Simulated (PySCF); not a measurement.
# S2F2 (Difluorodisulfane) at B2PLYP/STO-6G

What is the vertical ionisation energy of S2F2 (Difluorodisulfane) at B2PLYP/STO-6G? Input form: a Python script.

The results are computed with PySCF 2.14.0.

17 further runs of the same task are left out: 5 that didn't finish, 12 set aside as unsound or not needed.

### 1 The structure to begin with

S2F2 has 4 atoms, charge 0, and is taken as a singlet. As SMILES, `FSSF`. Geometry: relaxed at GFN2-xTB.

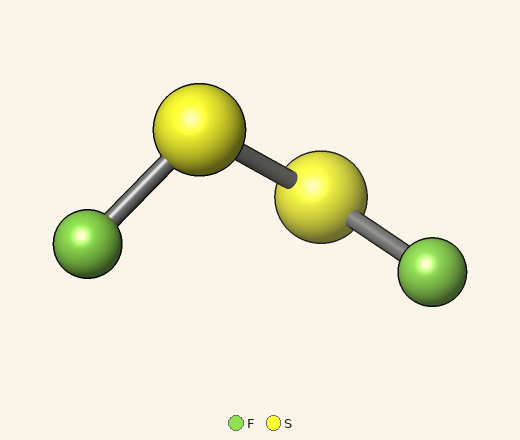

The structure, seen from a chosen angle (fluorine green, sulfur yellow).

### 2 The energy at B2PLYP/STO-6G

calc.py reads:

```python
from pyscf import gto, dft, mp

mol = gto.M(
    atom='''
F     -1.807340    -0.221690    -0.627860
S     -0.459150     0.805490    -0.623660
S      1.055580    -0.303530    -0.217800
F      1.210900    -0.280260     1.469320
''',
    verbose=3,
    max_memory=1860,
    basis='sto-6g',
)

mf = dft.RKS(mol)
mf.xc = '0.53*HF + 0.47*B88, 0.73*LYP'
mf.grids.level = 5
mf.conv_tol = 1e-10
mf.kernel()
if not mf.converged:
    mf = mf.newton().run(mf.mo_coeff, mf.mo_occ)

pt = mp.MP2(mf, frozen=12).run()
energy = mf.e_tot + 0.27 * pt.e_corr
print('PT2 part  %.8f' % (0.27 * pt.e_corr))
print('E(%s) = %.9f' % ('B2PLYP', energy))
```

Command:

```console
$ OMP_NUM_THREADS=1 python calc.py
```

The program printed:

```text
converged SCF energy = -991.564194601481
E(RMP2) = -991.686878697593  E_corr = -0.122684096111795
E(SCS-RMP2) = -991.700932183063  E_corr = -0.136737581581487
PT2 part  -0.03312471
E(B2PLYP) = -991.597319307
```

Wall time 4.5 s (1 thread of Intel Xeon 6975P-C (Granite Rapids), shared host); peak memory 0.24 GiB.

### 3 The doublet cation, same level

run.py reads:

```python
from pyscf import gto, dft, mp

system = gto.M(
    atom=[
    ('F', (-1.807340, -0.221690, -0.627860)),
    ('S', (-0.459150, 0.805490, -0.623660)),
    ('S', (1.055580, -0.303530, -0.217800)),
    ('F', (1.210900, -0.280260, 1.469320)),
],
    max_memory=1860,
    spin=1,
    basis='sto-6g',
    charge=1,
    verbose=3,
)

calc0 = dft.UKS(system)
calc0.xc = '0.53*HF + 0.47*B88, 0.73*LYP'
calc0.conv_tol = 1e-10
calc0.grids.level = 5
calc0.kernel()
if not calc0.converged:
    calc0 = calc0.newton().run(calc0.mo_coeff, calc0.mo_occ)

pt = mp.MP2(calc0, frozen=12).run()
etot = calc0.e_tot + 0.27 * pt.e_corr
print('PT2 part  %.8f' % (0.27 * pt.e_corr))
print(f'total energy: {etot:.8f} hartree')
```

Command:

```console
$ OMP_NUM_THREADS=1 python run.py
```

The program printed:

```text
WARN: HOMO -0.299002535237967 >= LUMO -0.29900253523797

converged SCF energy = -991.288125176367  <S^2> = 0.78729003  2S+1 = 2.0369487
E(UMP2) = -991.478125580233  E_corr = -0.190000403866239
E(SCS-UMP2) = -991.482872783227  E_corr = -0.194747606859957
PT2 part  -0.05130011
total energy: -991.33942529 hartree
```

Wall time 14 s (1 thread of Intel Xeon 6975P-C (Granite Rapids), shared host); peak memory 0.24 GiB.

### 4 Outcome

Level: B2PLYP/STO-6G, 12 core orbitals frozen.

| quantity | value |
| --- | --- |
| singlet S2F2: total energy | -991.59732 Eh |
| singlet S2F2: dipole moment (SCF part) | 0.60 D |
| singlet S2F2: HOMO energy (SCF part's orbitals) | -5.60 eV |
| singlet S2F2: LUMO energy (SCF part's orbitals) | 5.53 eV |
| singlet S2F2: HOMO–LUMO gap (SCF part's orbitals) | 11.13 eV |
| doublet cation: total energy | -991.33943 Eh |
| doublet cation: HOMO energy (SCF part's orbitals) (highest over α and β) | -13.54 eV |
| doublet cation: LUMO energy (SCF part's orbitals) (lowest over α and β) | -9.39 eV |
| doublet cation: ⟨S²⟩ | 0.787 |
| vertical ionisation energy (to the doublet cation) | 7.018 eV |

What this shows: The vertical ionisation energy comes to 7.02 eV (677 kJ/mol). −ε(HOMO) before ionisation, 5.60 eV, is 1.41 eV below this ionisation energy. In a minimal basis such a difference can be off by several eV, whatever the method. Mulliken charges (singlet S2F2) run from -0.17 on F4 to +0.17 on S3.
